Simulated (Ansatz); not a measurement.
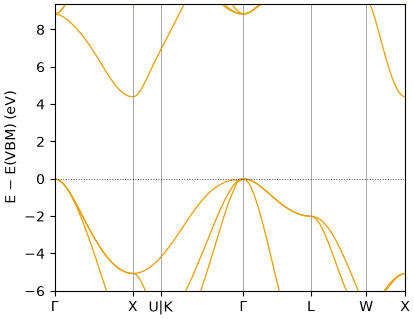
Fig. 1. Band structure from plane-wave PAW LDA (Ansatz code)

Problem. Read off the gap and where the band edges lie.

Solution. About 4.4 eV (4.39 eV by a search for the band edges); maximum at Γ, minimum at X.

Problem. Pick the material that matches.
A. BeSe, zinc blende
B. HfO2, fluorite
C. BN, zinc blende
D. AlN, rock salt

Solution. C, BN, zinc blende

Space group F-43m (zinc blende). The LDA relaxation kept the symmetry of its start.

Potentials: the earlier of the program's two PAW sets. The files were generated under PBE; for other functionals the program regenerates the frozen cores, and for LDA and PBEsol the local potential too.
